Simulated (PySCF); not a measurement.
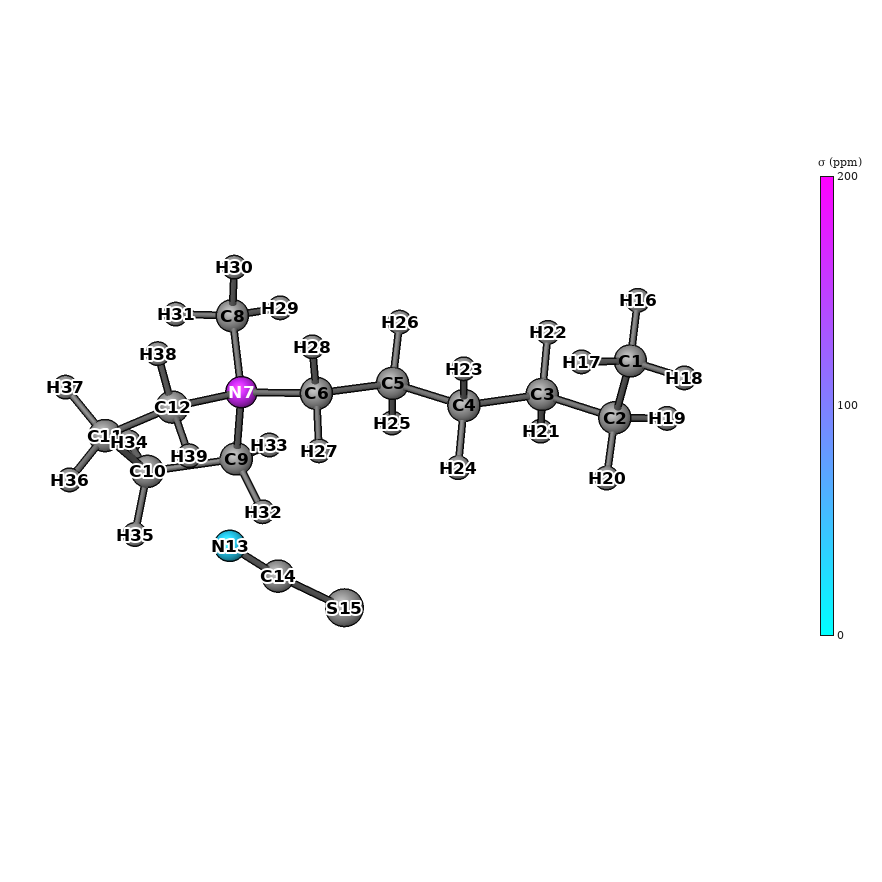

Atoms are coloured by their isotropic NMR shieldings (N only, the others grey). The computed structure is the end point of a GFN2-xTB optimisation. No frequency run is at hand to confirm it as a minimum. Method: GIAO KT3/pcSseg-1 NMR shielding, non-relativistic, gas phase (PySCF 2.14.0).

Give the isotropic NMR shieldings of the N atoms atom by atom.

```json
{"atom": "N7", "σ (ppm)": "166.6"}
{"atom": "N13", "σ (ppm)": "31.6"}
```
